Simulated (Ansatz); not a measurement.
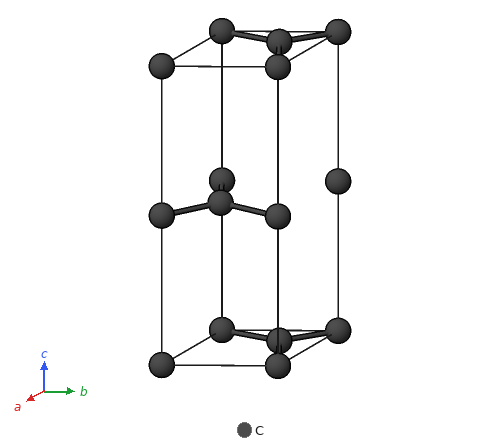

C, space group P6_3mc (No. 186), a = 2.470 Å, b = 2.470 Å, c = 6.790 Å, α = 90.00°, β = 90.00°, γ = 120.00°

| site | Wyckoff | x | y | z |
| --- | --- | --- | --- | --- |
| C1 | 2a | 0.0000 | 0.0000 | 0.0000 |
| C2 | 2b | 0.3333 | 0.6667 | 0.0050 |

Origin: a calculation's input that goes back to an entry of the Crystallography Open Database (an earlier step may have relaxed or displaced it).

How is the cell volume shared among the sites in a plain Voronoi partition?

```tsv
site	faces above 1 % of the sphere	volume (Å³)	solid angle by neighbour (%)
C1	5	8.79	C 100
C2	9	9.14	C 100
```

Weighted by multiplicity the volumes add up to the cell volume, 35.9 Å³.

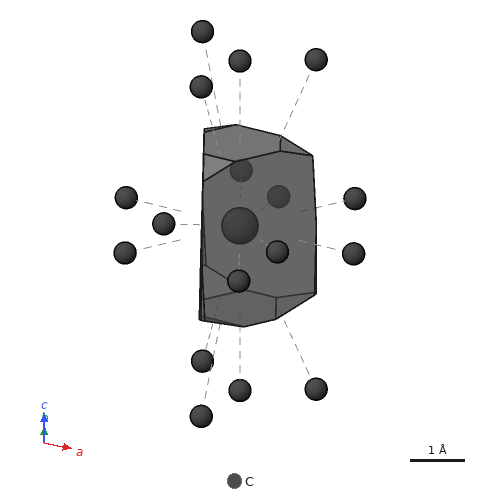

The computed Voronoi cell of C1, with the neighbours that bound it.
